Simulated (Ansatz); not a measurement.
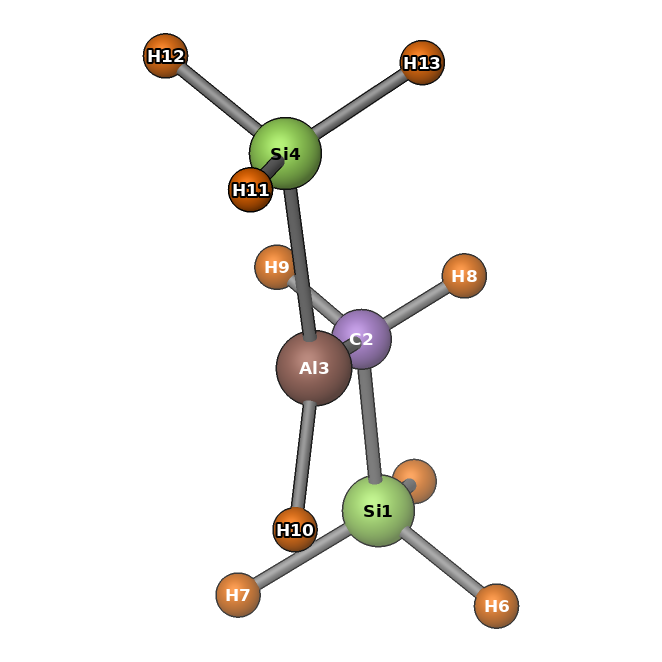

C2 lies behind Al3. The molecule seen a little off the Al3–C2 bond, Al3 in front. Atoms fade into the background with distance from the viewer. The computed structure is the end point of a PBE-D4/def2-SVP optimisation. No frequency run is at hand to confirm it as a minimum.

**What is the torsion angle Si4–Al3–C2–Si1? The sign is positive where the front bond must turn clockwise to cover the back bond.**

−179°, antiperiplanar (anti).
